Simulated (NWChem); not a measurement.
# CH2BN (BH2(CN)) at SOGGA11-X/pc-0 (trust 0.05)

We compute a geometry optimisation of CH2BN (BH2(CN)). 

The calculation is run with NWChem 7.3.0.

2 further runs of the same task are left out: 2 set aside as unsound or not needed.

## 1. Starting point

CH2BN has 5 atoms, charge 0, and is taken as a singlet. As SMILES, `[H]B([H])C#N`. Geometry: relaxed at GFN2-xTB. The run starts from this shape.

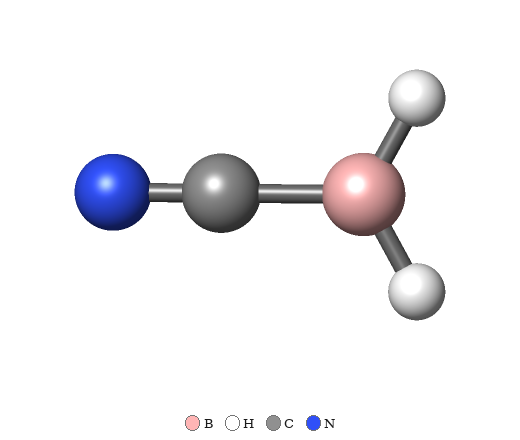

Viewed from a chosen angle; boron pink, hydrogen white, carbon grey, nitrogen blue.

## 2. A geometry optimisation at SOGGA11-X/pc-0 (trust 0.05)

File ch2bn.nw:

```
start ch2bn
title "CH2BN"
memory 2200 mb
geometry units au noautosym
 B   0.57398541  0.99694391  0.01606267
 H   2.77574312  0.95618252  0.11020883
 H  -0.56364861  2.88372207 -0.05096591
 C  -0.85164287 -1.47702884 -0.02277120
 N  -1.93443704 -3.35981967 -0.05253439
end
basis spherical bse
 * library pc-0
end
dft
 xc sogga11-x
 grid xfine
 convergence energy 1e-06
 iterations 50
 vectors input hcore
 mulliken
 noprint "final vectors analysis"
end
driver
 loose
 maxiter 30
 trust 0.05
end
task dft optimize
```

Run with:

```
$ nwchem ch2bn.nw > ch2bn.out
```

Q: Predict the results. Wanted: total energy at the end; dipole moment.

**Answer.** As computed:

Level: SOGGA11-X/pc-0 (trust 0.05).

```
               quantity          value
total energy at the end  -118.48857 Eh
          dipole moment         2.74 D
```

At the final geometry: Bond lengths: B1–C4 1.520 Å, C4–N5 1.180 Å, B1–H2 1.196 Å, B1–H3 1.196 Å. Angles: B1–C4–N5 179.8°, H2–B1–C4 119.2°, H3–B1–C4 119.1°, H2–B1–H3 121.6°. The optimisation took 3 steps and changed the energy by -0.078 eV.
